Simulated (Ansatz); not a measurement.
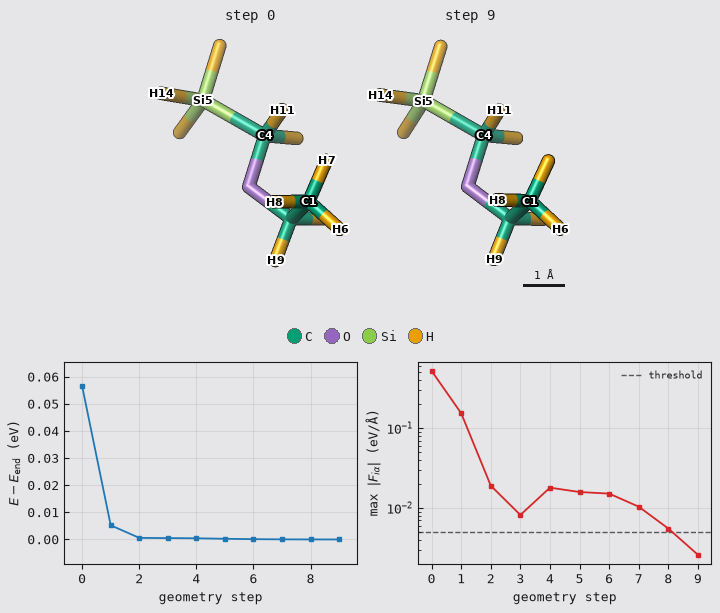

First and last geometry of a relaxation of C₃H₁₀OSi, with the history of the run. Style: stick. Shown from a free direction.

The start comes from PBE-D4/def2-SVP.

The calculation used RKS PBE0-D4/def2-TZVP (Ansatz 0.2.0).

Input
```yaml
crystal:
  periodic: [false, false, false]
  atoms:
    - {symbol: C, position_ang: [-1.604817, -1.555803, -0.229053]}
    - {symbol: C, position_ang: [-0.560750, -0.916011, -1.140793]}
    - {symbol: O, position_ang: [-0.107543, 0.352668, -0.688939]}
    - {symbol: C, position_ang: [0.798177, 0.301194, 0.396684]}
    - {symbol: Si, position_ang: [1.319561, 2.085883, 0.818665]}
    - {symbol: H, position_ang: [-1.973055, -2.505029, -0.669032]}
    - {symbol: H, position_ang: [-1.193776, -1.794604, 0.773000]}
    - {symbol: H, position_ang: [-2.470076, -0.876313, -0.093416]}
    - {symbol: H, position_ang: [-0.995788, -0.734897, -2.146283]}
    - {symbol: H, position_ang: [0.309905, -1.605534, -1.278151]}
    - {symbol: H, position_ang: [0.356152, -0.169618, 1.311071]}
    - {symbol: H, position_ang: [1.707558, -0.306306, 0.148205]}
    - {symbol: H, position_ang: [1.973241, 2.740008, -0.366280]}
    - {symbol: H, position_ang: [0.120495, 2.892964, 1.230785]}
    - {symbol: H, position_ang: [2.299016, 2.040798, 1.962836]}
basis:
  gaussian: {orbitals: def2-TZVP}
hamiltonian: {xc: pbe0, dispersion: d4}
relax: {f_tol: 0.005, max_steps: 150}
```

Command:
```bash
ansatz run in.yaml --threads 4 --pin off --events-out ev --progress --plain --max-ram 10444MiB
```

Q: Did the run converge, and what did it change?

A: It converged. The largest move after the best rigid fit is that of H13, 0.11 Å. By element the largest moves are H 0.11 Å, C 0.06 Å, O 0.04 Å, Si 0.02 Å. Some distances before and after: C4–Si5 1.907 → 1.887 Å, C2–H10 1.119 → 1.100 Å, Si5–H15 1.507 → 1.489 Å, Si5–H13 1.503 → 1.485 Å. The energy falls by 0.057 eV in 9 geometry steps. The largest force component goes from 0.52 to 0.0026 eV/Å.
